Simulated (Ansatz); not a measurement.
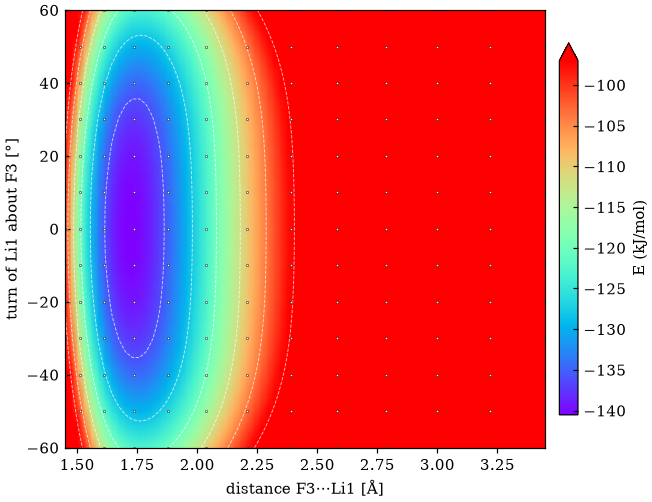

CH3FLi, charge +1. The turn is about an axis along (−0.87, −0.48, −0.06) in the frame of the relaxed pair, normal to the line between the partners. The first coordinate is: distance F3···Li1; the second: turn of Li1 about F3. The scan uses a 13 × 13 grid. All energies are given in kJ/mol relative to the ion and the molecule far apart, frozen as in the relaxed pair, each in its own basis (no counterpoise correction). Theory: RKS BHLYP-D4/def2-TZVPD (Ansatz 0.2.0).

Drawn: a smooth colour map with a few white contour lines, dots at the grid points, one colour for all values above the top of the scale. Between grid points the surface is interpolated.

Q: Estimate the position of the minimum and the force constants in these coordinates.

A: The interpolated minimum is at distance F3···Li1 ≈ 1.724 Å, turn of Li1 about F3 ≈ 0°. The curvatures there are about 6.3 eV/Å² and 0.18 eV/rad², with a cross term of about 0 eV/(Å·rad). Round the minimum the two coordinates are nearly uncoupled. (1 eV is 96.5 kJ/mol.)
